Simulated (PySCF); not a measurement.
## Electronic structure of C5H11NSi (SMILES C=N[SiH2]CC(=C)C) in real space

```yaml
atoms:
  - { symbol: C, position_ang: [3.6994, -0.0125, 0.4793] }
  - { symbol: N, position_ang: [2.6062, 0.3203, -0.0178] }
  - { symbol: Si, position_ang: [1.1148, -0.4782, -0.3360] }
  - { symbol: C, position_ang: [-0.1413, 0.5153, 0.7039] }
  - { symbol: C, position_ang: [-1.5430, 0.0924, 0.4233] }
  - { symbol: C, position_ang: [-2.2197, -0.7062, 1.2354] }
  - { symbol: C, position_ang: [-2.1324, 0.6141, -0.8511] }
  - { symbol: H, position_ang: [3.9434, -1.0161, 0.8406] }
  - { symbol: H, position_ang: [4.4907, 0.7282, 0.5734] }
  - { symbol: H, position_ang: [0.9958, -1.9077, -0.0174] }
  - { symbol: H, position_ang: [0.9576, -0.2590, -1.7748] }
  - { symbol: H, position_ang: [0.0830, 0.3809, 1.7626] }
  - { symbol: H, position_ang: [-0.0189, 1.5740, 0.4738] }
  - { symbol: H, position_ang: [-3.2275, -1.0190, 1.0208] }
  - { symbol: H, position_ang: [-1.7937, -1.0774, 2.1524] }
  - { symbol: H, position_ang: [-2.1422, 1.7039, -0.8439] }
  - { symbol: H, position_ang: [-1.5304, 0.2949, -1.7007] }
  - { symbol: H, position_ang: [-3.1506, 0.2585, -0.9887] }
```

Geometry: GFN2-xTB.

These are results of PySCF, PBE0/pcSseg-1, SCF density, gas phase, non-relativistic, not measurements.

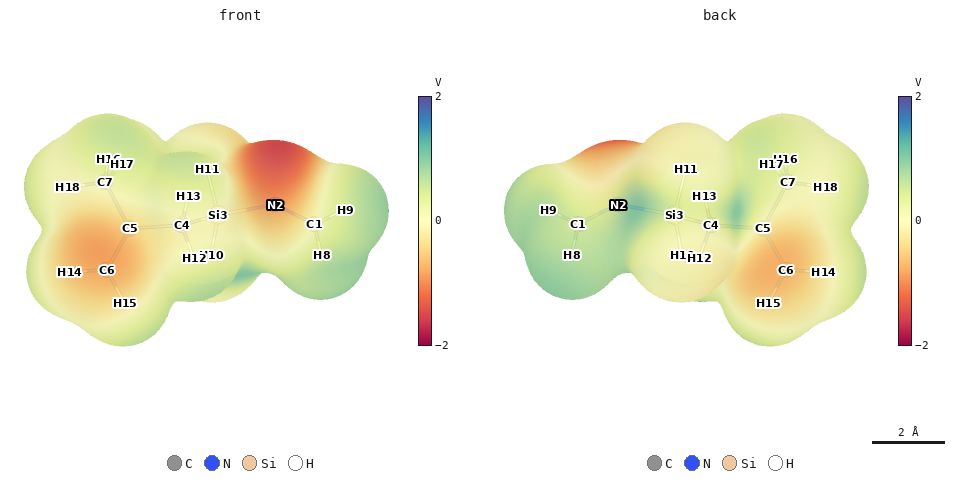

Figure 1. The molecular electrostatic potential painted on the density surface at 0.002 e/bohr³, seen from the front and from behind; red is negative and blue positive.

**Which sites attract a positive test charge, and which a negative one?**

A positive charge is drawn to the negative regions and a negative charge to the positive ones. The most negative region (about −1.5 V) lies over N2, the most positive (about +1.0 V) over Si3. N2 is the likeliest acceptor of a hydrogen bond.

**How polar is the molecule by this calculation?**

Its dipole moment is 1.17 D.

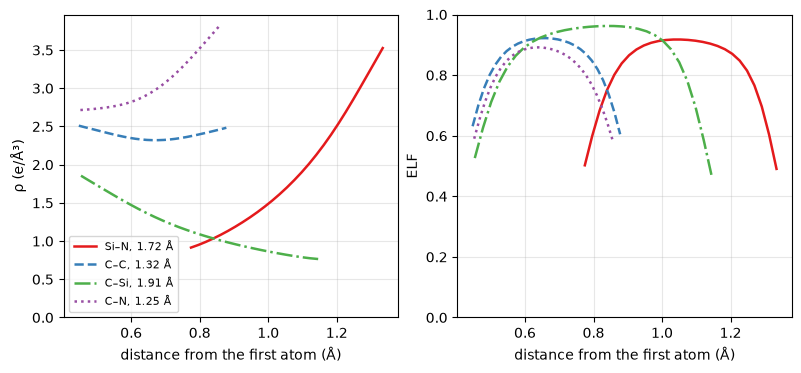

Figure 2. Electron density and ELF along straight lines between neighbouring atoms. The curves leave out the atomic cores.

**What kind of bonding do the profiles show?**

Si–N (1.72 Å): ρ is about 1.1 e/Å³ halfway; the ELF peaks at about 0.90 between the atoms, as expected for a shared but strongly polarised pair.
C–C (1.32 Å): ρ at the midpoint is about 2.3 e/Å³; the ELF peaks at about 0.90 between the atoms: a multiple bond.
C–Si (1.91 Å): ρ is about 0.91 e/Å³ halfway; the ELF peaks at about 0.95 between the atoms, as expected for a covalent bond.
C–N (1.25 Å): ρ is about 2.9 e/Å³ halfway; the ELF peaks at about 0.90 between the atoms; a short, multiple covalent bond.
